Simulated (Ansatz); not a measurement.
**A workflow on InSiH4F (SMILES [F][InH][SiH3])**

Aim: a series of 10 runs (HF/STO-3G, UHF/STO-3G, HF/3-21G, UHF/3-21G, PBE/def2-SVP) of FH4InSi. 

The calculation is run with Ansatz 0.2.0.

## (1) The molecule

InSiH4F: 7 atoms, total charge 0, spin state singlet. SMILES: `[F][InH][SiH3]`. The shape is that of a PBE0-D4/def2-TZVP optimisation. The run starts from this shape.

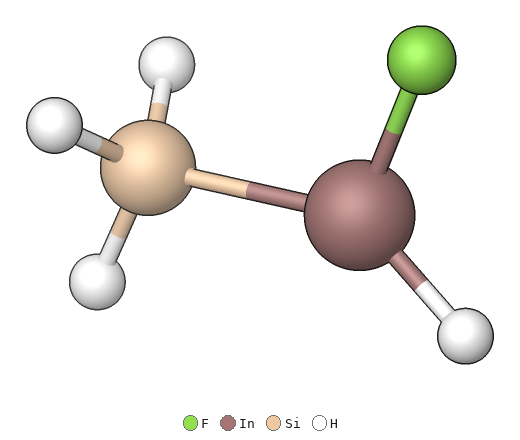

Viewed from a chosen angle; fluorine green, indium brown, silicon light orange, hydrogen white.

## (2) A geometry optimisation at HF/STO-3G (start density atoms) (run 1)

File molecule.yaml:

```yaml
crystal:
  periodic: [false, false, false]
  atoms:
    - {symbol: F, position_ang: [-0.196000, -2.340000, 1.298800]}
    - {symbol: In, position_ang: [-0.756000, -1.164900, -0.176800]}
    - {symbol: Si, position_ang: [0.528000, 1.043100, -0.028600]}
    - {symbol: H, position_ang: [-1.937800, -1.965900, -1.125300]}
    - {symbol: H, position_ang: [1.986000, 0.765900, -0.108800]}
    - {symbol: H, position_ang: [0.226000, 1.696000, 1.272200]}
    - {symbol: H, position_ang: [0.149800, 1.965800, -1.131400]}
basis:
  gaussian: {orbitals: STO-3G}
hamiltonian: {xc: hf}
relax: {f_tol: 0.002}
output: {orbitals: {seedname: orbitals}}
```

On the command line:

```
$ ansatz run molecule.yaml --threads 1 --pin off --max-ram 3480MiB --events-out events.jsonl --progress --plain --runs-dir runs
```

Standard output:

```text
Warning: RAYON_NUM_THREADS=1 ignored (pool sized by the plan → 1); use --threads N
The last accepted step is kept in runs//last_step.txt (removed where the run ends without a failure and the disk answers)
[... 62 lines left out ...]
Total energy: -165142.31780771 eV, -6068.8682419499 hartree
[... 7 lines left out ...]
Dipole moment:    -0.131190     0.025660    -0.181146 e Å
```

Run time: 12 s. Hardware: 1 thread of Arm Neoverse V1, shared host; peak memory 0.11 GiB.

The path in brief:

```csv
step,energy from the first frame kept (eV),largest force (eV/Å)
1,0.0000,1.9896
2,-0.4588,1.3181
3,-0.5013,0.1884
4,-0.5076,0.0604
5,-0.5081,0.0270
6,-0.5082,0.0092
7,-0.5082,0.0062
8,-0.5082,0.0006
```

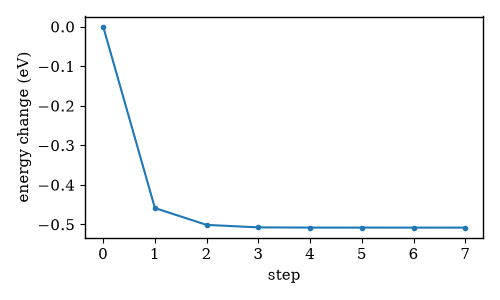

Energy along the run.

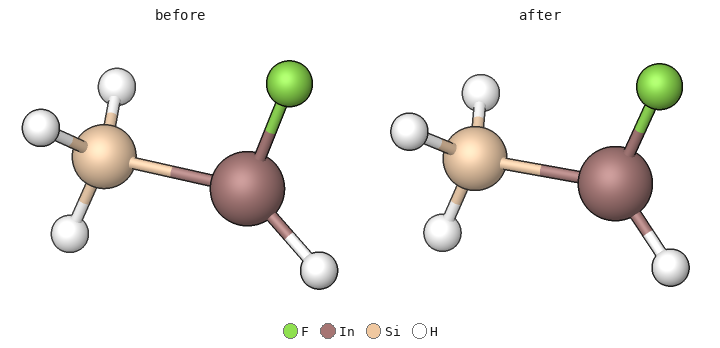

Before and after, at one scale.

After the run. Bond lengths: F1–In2 1.869 Å, In2–Si3 2.501 Å, In2–H4 1.569 Å, Si3–H5 1.426 Å, Si3–H6 1.426 Å, Si3–H7 1.425 Å. Angles: F1–In2–Si3 114.2°, F1–In2–H4 116.1°, Si3–In2–H4 129.7°, In2–Si3–H5 112.3°, In2–Si3–H6 112.2°, In2–Si3–H7 113.5°, H5–Si3–H6 106.1°, H5–Si3–H7 106.1°, H6–Si3–H7 106.1°.

## (3) The harmonic vibrations at HF/STO-3G (start density atoms) (run 2)

File input.yaml:

```yaml
basis:
  gaussian: {orbitals: STO-3G}
crystal:
  periodic: [false, false, false]
  atoms:
    - {symbol: F, position_ang: [-0.239359, -2.389675, 1.277833]}
    - {symbol: In, position_ang: [-0.717513, -1.215029, -0.095593]}
    - {symbol: Si, position_ang: [0.487766, 0.975917, -0.034315]}
    - {symbol: H, position_ang: [-1.799560, -1.736294, -1.104517]}
    - {symbol: H, position_ang: [1.901721, 0.817348, -0.124802]}
    - {symbol: H, position_ang: [0.245638, 1.691415, 1.174850]}
    - {symbol: H, position_ang: [0.121307, 1.856319, -1.093356]}
phonons: {temperatures: {t_min: 298.15, t_max: 298.15, t_step: 1}}
hamiltonian: {xc: hf}
```

On the command line:

```
$ ansatz run input.yaml --threads 1 --pin off --max-ram 3480MiB --events-out events.jsonl --progress --plain --runs-dir runs
```

Standard output:

```text
Warning: RAYON_NUM_THREADS=1 ignored (pool sized by the plan → 1); use --threads N
[... 232 lines left out ...]
Total energy: -165142.31783719 eV, -6068.8682430334 hartree
[... 7 lines left out ...]
Dipole moment:    -0.131189     0.025661    -0.181146 e Å
Vibrations: 18.48 138.40 363.63 438.80 602.63 619.65 639.89 680.72 1176.96 1268.01 1273.50 1973.68 2842.99 2887.25 2889.76 cm⁻¹, zero-point energy 1.104350 eV
```

Wall time 42 s (1 thread of Arm Neoverse V1, shared host); peak memory 0.11 GiB.

Run 3 isn't shown in full; the table further down has it.

## (4) The doublet cation: a geometry optimisation at UHF/STO-3G (start density atoms) (run 4)

File job.yaml:

```yaml
crystal:
  periodic: [false, false, false]
  atoms:
    - symbol: F
      position_ang: [-0.239359, -2.389675, 1.277833]
    - symbol: In
      position_ang: [-0.717513, -1.215029, -0.095593]
    - symbol: Si
      position_ang: [0.487766, 0.975917, -0.034315]
    - symbol: H
      position_ang: [-1.799560, -1.736294, -1.104517]
    - symbol: H
      position_ang: [1.901721, 0.817348, -0.124802]
    - symbol: H
      position_ang: [0.245638, 1.691415, 1.174850]
    - symbol: H
      position_ang: [0.121307, 1.856319, -1.093356]
basis:
  gaussian:
    orbitals: STO-3G
total_charge: 1
magnetization:
  spin_polarized: true
  initial_magnetization: 1
hamiltonian:
  xc: hf
relax: {}
```

On the command line:

```
$ ansatz run job.yaml --threads 1 --pin off --max-ram 3480MiB --events-out events.jsonl --progress --plain --runs-dir runs
```

Standard output, cut to the lines that bear on the results:

```text
Warning: RAYON_NUM_THREADS=1 ignored (pool sized by the plan → 1); use --threads N
[... 1 set-up line as earlier in the session ...]
[... 69 lines left out ...]
Total energy: -165137.46947886 eV, -6068.6900691509 hartree
[... 7 lines left out ...]
Dipole moment:    -0.023095    -0.273584     0.151624 e Å
```

Run time: 24 s. Hardware: 1 thread of Arm Neoverse V1, shared host; peak memory 0.15 GiB.

Steps, from the record of the run:

```
step  energy from the first frame kept (eV)  largest force (eV/Å)
   1                                 0.0000                4.8019
   2                                -0.5536                2.5678
   3                                -0.8927                0.9055
   4                                -0.9660                0.5611
   5                                -0.9926                0.1704
   6                                -0.9951                0.1184
   7                                -0.9955                0.0521
   8                                -0.9956                0.0019
```

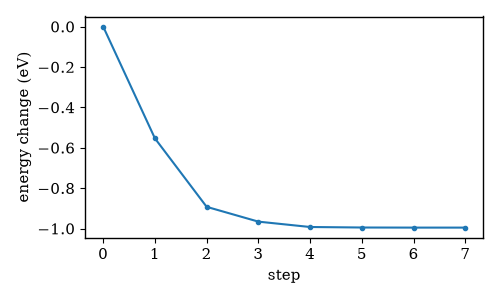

Energy along the run.

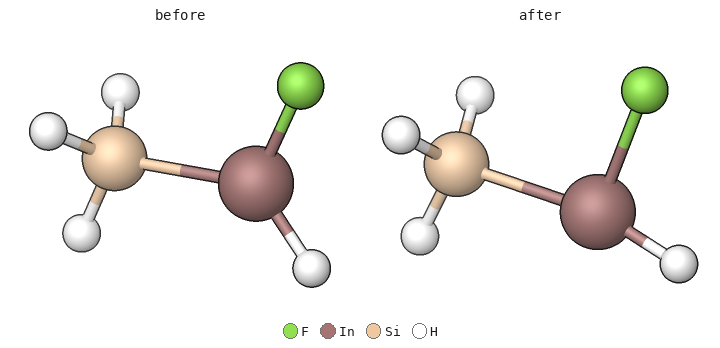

Before and after, at one scale.

After the run. Bond lengths: F1–In2 2.246 Å, In2–Si3 2.531 Å, In2–H4 1.565 Å, Si3–H5 1.423 Å, Si3–H6 1.423 Å, Si3–H7 1.422 Å. Angles: F1–In2–Si3 102.6°, F1–In2–H4 91.9°, Si3–In2–H4 165.5°, In2–Si3–H5 107.8°, In2–Si3–H6 107.8°, In2–Si3–H7 108.3°, H5–Si3–H6 110.5°, H5–Si3–H7 111.2°, H6–Si3–H7 111.2°.

Runs 5 to 9 aren't shown in full; the table further down has their settings and results.

## (5) The harmonic vibrations at PBE/def2-SVP (core potential, start density atoms) (run 10)

File molecule.yaml:

```yaml
crystal:
  periodic: [false, false, false]
  atoms:
    - {symbol: F, position_ang: [-0.219111, -2.412674, 1.318875]}
    - {symbol: In, position_ang: [-0.752746, -1.183542, -0.160620]}
    - {symbol: Si, position_ang: [0.535382, 1.059152, -0.030027]}
    - {symbol: H, position_ang: [-1.955140, -1.971744, -1.143692]}
    - {symbol: H, position_ang: [2.014227, 0.793920, -0.114131]}
    - {symbol: H, position_ang: [0.235816, 1.732979, 1.281769]}
    - {symbol: H, position_ang: [0.141572, 1.981909, -1.152075]}
basis:
  gaussian: {orbitals: def2-SVP}
hamiltonian: {xc: {name: PBE}}
phonons: {temperatures: {t_min: 298.15, t_max: 298.15, t_step: 1}}
```

On the command line:

```
$ ansatz run molecule.yaml --threads 1 --pin off --max-ram 3480MiB --events-out events.jsonl --progress --plain --runs-dir runs
```

Standard output:

```text
Warning: RAYON_NUM_THREADS=1 ignored (pool sized by the plan → 1); use --threads N
[... 32 lines left out ...]
892 factors; their error is unknown
[... 40 lines left out ...]
892 factors; their error is unknown
[... 41 lines left out ...]
892 factors; their error is unknown
[... 40 lines left out ...]
892 factors; their error is unknown
[... 41 lines left out ...]
892 factors; their error is unknown
[... 4 lines left out ...]
892 factors; their error is unknown
[... 4 lines left out ...]
892 factors; their error is unknown
[... 4 lines left out ...]
892 factors; their error is unknown
[... 4 lines left out ...]
892 factors; their error is unknown
[... 5 lines left out ...]
892 factors; their error is unknown
[... 4 lines left out ...]
892 factors; their error is unknown
[... 11 lines left out ...]
Dipole moment:    -0.082558     0.429636    -0.387219 e Å
Vibrations: 24.10 94.28 279.31 311.71 433.29 455.07 499.55 567.33 806.08 898.26 904.83 1718.93 2152.45 2172.71 2173.84 cm⁻¹, zero-point energy 0.836380 eV
```

It took 60 s on 1 thread of Arm Neoverse V1, shared host; peak memory 0.11 GiB.

## (6) Overview of the runs

| run | level | task | walk f tol | partner | energy (Eh) | dipole moment (D) | wall time |
| --- | --- | --- | --- | --- | --- | --- | --- |
| 1 | HF/STO-3G (start density atoms) | optimise | 0.002 | base | -6068.868242 | 1.08 | 12 s |
| 2 | HF/STO-3G (start density atoms) | frequencies | – | base | -6068.868243 | 1.08 | 42 s |
| 3 | UHF/STO-3G (start density atoms) | energy | – | cation | -6068.653479 | – | 2.8 s |
| 4 | UHF/STO-3G (start density atoms) | optimise | – | cation | -6068.690069 | – | 24 s |
| 5 | HF/3-21G (start density atoms) | optimise | 0.002 | base | -6103.728951 | 2.16 | 15 s |
| 6 | HF/3-21G (start density atoms) | frequencies | – | base | -6103.728952 | 2.16 | 53 s |
| 7 | UHF/3-21G (start density atoms) | energy | – | cation | -6103.384239 | – | 5.7 s |
| 8 | UHF/3-21G (start density atoms) | optimise | – | cation | -6103.419926 | – | 25 s |
| 9 | PBE/def2-SVP (core potential, start density atoms) | optimise | 0.002 | base | -581.453489 | 2.81 | 22 s |
| 10 | PBE/def2-SVP (core potential, start density atoms) | frequencies | – | base | -581.453489 | 2.81 | 60 s |

## (7) Summary of results

```
                                                                          quantity          value
                                                run 10, PBE/def2-SVP: total energy  -581.45349 Eh
                                               run 10, PBE/def2-SVP: dipole moment         2.81 D
                                    run 10, PBE/def2-SVP: largest force on an atom     0.001 eV/Å
                                  run 10, PBE/def2-SVP: lowest harmonic wavenumber        24 cm⁻¹
                                 run 10, PBE/def2-SVP: highest harmonic wavenumber      2174 cm⁻¹
                                           run 10, PBE/def2-SVP: zero-point energy    80.7 kJ/mol
                     vertical ionisation energy (to the doublet cation), HF/STO-3G       5.844 eV
                      vertical ionisation energy (to the doublet cation), HF/3-21G       9.380 eV
adiabatic ionisation energy (to the doublet cation, no zero-point term), HF/STO-3G       4.848 eV
 adiabatic ionisation energy (to the doublet cation, no zero-point term), HF/3-21G       8.409 eV
```

In words: At HF/STO-3G: removing an electron at fixed nuclei costs 5.84 eV (564 kJ/mol). In a minimal basis such a difference can be off by several eV, whatever the method. At HF/3-21G: removing an electron at fixed nuclei costs 9.38 eV (216 kcal/mol). At HF/STO-3G: the adiabatic ionisation energy (to the doublet cation, no zero-point term) is 4.85 eV (468 kJ/mol). At HF/3-21G: the adiabatic ionisation energy (to the doublet cation, no zero-point term) is 8.41 eV (194 kcal/mol). Some runs of one species differ in core potentials or relativity; totals across that change don't compare. In runs 1, 2, 3, 4 the basis is minimal, so the values are rough. In runs 1, 2, 3, 4, 5, 6, 7, 8 relativity is left out where basis or elements ask for it. All runs together took 4.4 min, the longest 60 s.
